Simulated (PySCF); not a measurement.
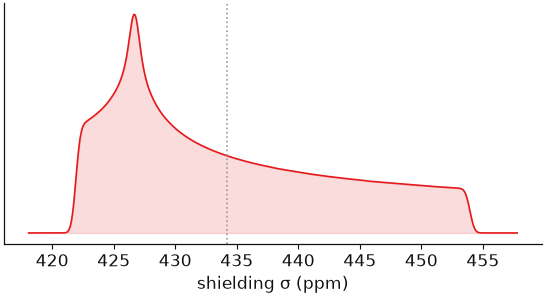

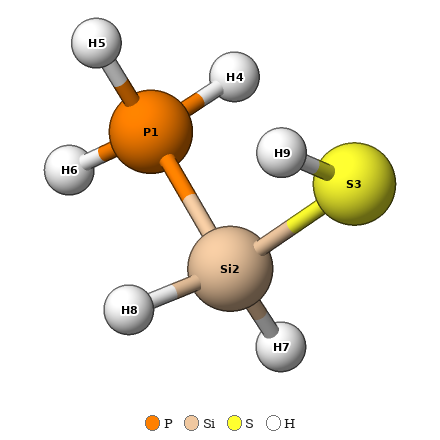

Static powder pattern (³¹P) from GIAO shielding tensors of SiPH₆S⁺, SMILES [PH3+][SiH2]S, B3LYP/pcSseg-2, PySCF 2.14.0, at a PBE0-D3(BJ)/def2-SVP geometry (no frequency check); absolute shielding, one fixed geometry of the isolated molecule without any motion, no dipolar terms. The dotted line is the isotropic value; skew is 3(σiso − σ22)/span.

### The pattern belongs to P1. Give the principal values, span and skew.

P1: σ11, σ22, σ33 = 422, 427, 454 ppm, isotropic 434, span 32 ppm, skew 0.70.
